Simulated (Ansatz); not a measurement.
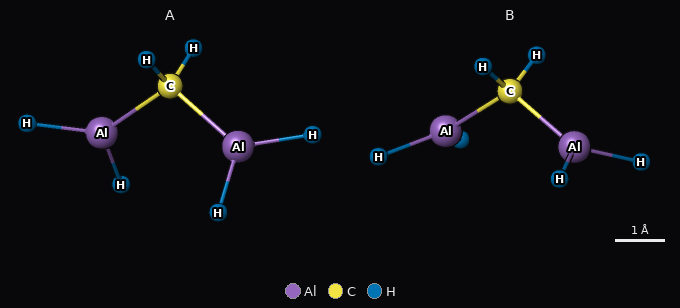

Two geometries of CH6Al2, drawn at one scale. One is the start of a relaxation, the other its converged end. Style: ball-and-stick. Shown at a tilt.

These are results of RKS PBE0-D4/def2-TZVP in Ansatz 0.2.0, not measurements. (force threshold 0.005 eV/Å; at most 200 steps)

Which one is relaxed?

Answer. Structure B is the relaxed one. The largest move after the best rigid fit is that of an H atom, 1.12 Å. By element the largest moves are H 1.12 Å, Al 0.16 Å, C 0.11 Å. Near-neighbour distances that change, for instance: Al–C 1.987 → 1.936 Å, Al–H 1.551 → 1.589 Å, C–H 1.108 → 1.097 Å. Bond angles that change, for instance: Al–C–Al 112.0° → 118.4°, H–Al–H 114.3° → 119.8°, C–Al–H 125.1° → 120.1°. Groups turn about Al–C by about 45°, Al–C by about 45°. Over 16 accepted moves (17 points after the start) the energy falls by 0.170 eV. The largest force component goes from 0.72 to 0.0022 eV/Å. The line search rejected the trial step at point 12 of the run.
